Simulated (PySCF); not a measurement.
C$_{6}$H$_{9}$O (doublet)

```
atom    x (Å)    y (Å)    z (Å)
   C   2.7551   1.0787  -0.4160
   C   1.7992   0.3114  -0.8301
   C   0.7794  -0.3582   0.0294
   C   0.2335  -1.7079  -0.3631
   C  -0.6403  -0.5027  -0.4735
   O  -1.6936  -0.3800   0.4237
   C  -2.0870   0.9562   0.6381
   H   3.1286   1.4689   0.5016
   H   1.6812   0.1000  -1.8883
   H   0.8955  -0.1755   1.0902
   H   0.0178  -2.4062   0.4297
   H   0.5853  -2.1638  -1.2760
   H  -0.8608  -0.1113  -1.4670
   H  -1.2676   1.5509   1.0574
   H  -2.9153   0.9245   1.3427
   H  -2.4187   1.4238  -0.2968
```

Geometry: GFN2-xTB.

Computed with PySCF 2.14.0, density-fitted response routines, UKS B3LYP, pcH-1 on C H O, non-relativistic, mean-field spin-orbit, GIAO.

Question: What will maps of the electron density, electron localisation function and spin density show?

Answer: C–C (1.29 Å): the density is about 2.4 e/Å³ at the midpoint; the ELF peaks at about 0.90 between the atoms: a short, multiple covalent bond.
C–H (1.06 Å): the density is about 2.1 e/Å³ at the midpoint; the ELF climbs to about 1 towards the hydrogen, as it does in any bond to H.
C–C (1.49 Å): the density is about 1.7 e/Å³ at the midpoint; the ELF peaks at about 0.95 between the atoms: a shared electron pair.
The unpaired spin (1 electron) lies mostly on C1 (about 0.8) and H8 (about 0.1), in electrons by Hirshfeld's partition.

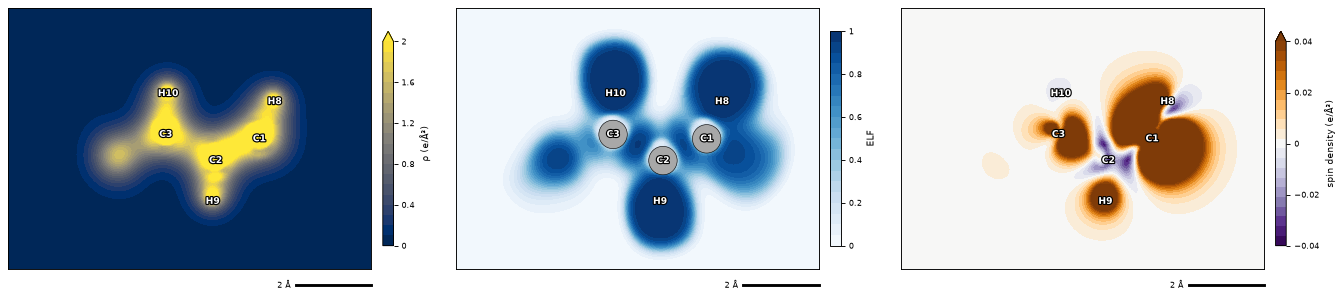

Computed electron density, electron localisation function and spin density on the plane of atoms C1, C2 and C3, in this order. Grey discs cover the atomic cores in the ELF map. 
